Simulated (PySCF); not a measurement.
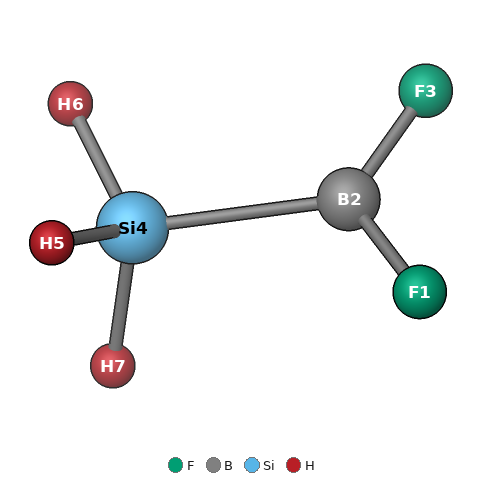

Computed geometry: PBE0-D3(BJ)/def2-SVP optimisation. No frequency run is at hand to confirm it as a minimum.

List the bonds and their lengths.

```json
{"bond": "F1–B2", "length (Å)": "1.320", "order": "single"}
{"bond": "B2–F3", "length (Å)": "1.319", "order": "single"}
{"bond": "B2–Si4", "length (Å)": "2.035", "order": "single"}
{"bond": "Si4–H5", "length (Å)": "1.495", "order": "single"}
{"bond": "Si4–H6", "length (Å)": "1.492", "order": "single"}
{"bond": "Si4–H7", "length (Å)": "1.496", "order": "single"}
```
